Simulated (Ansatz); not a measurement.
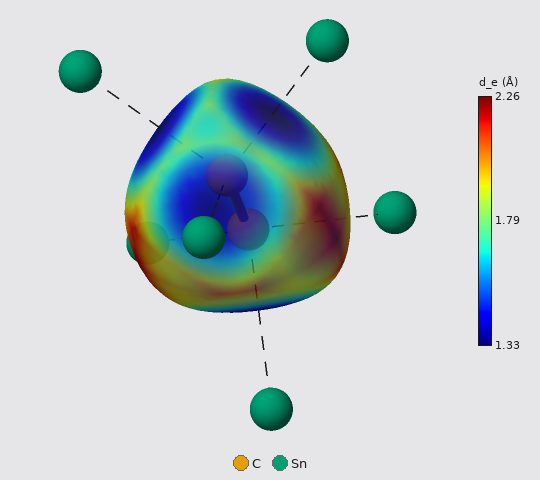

Hirshfeld surface computed for one C₂ unit (covalently bonded non-metal atoms) in SnC$_{2}$ (P-6m2, No. 187), coloured by d_e. Dashed lines lead to the closest neighbours outside.

The surface is where the fragment's share of the procrystal density (the sum of the densities of spherically averaged neutral Hartree-Fock atoms) equals one half. d_i and d_e are the distances from the surface to the nearest nucleus inside and outside. From Rb on the atoms have core potentials, so only their outer electrons count.

Source of the atomic positions: the geometry relaxed with Ansatz, DFT PBE, scalar-relativistic, plane waves, PAW; the starting structure was generated, so it need not be a known form of this composition.

Space group P-6m2 (No. 187). a = 3.366 Å, b = 3.366 Å, c = 4.172 Å, α = 90.00°, β = 90.00°, γ = 120.00°
```csv
atom,site,symmetry,x,y,z
Sn,1a,-6m2,0.0000,0.0000,0.0000
C,2i,3m.,0.6667,0.3333,0.6573
```

What is the shortest distance from the fragment to an atom outside it?

C–Sn, 2.41 Å.

How is the surface shared among contacts (nearest atom inside ··· nearest atom outside)?

C···Sn 76 %, C···C 24 %. The surface faces 6 neighbours with more than 2 % of its area each: 6 Sn.

Give the size and shape of the surface.

It encloses about 16.1 Å³, has an area of about 31 Å² and a globularity of 0.98 (1 for a sphere).
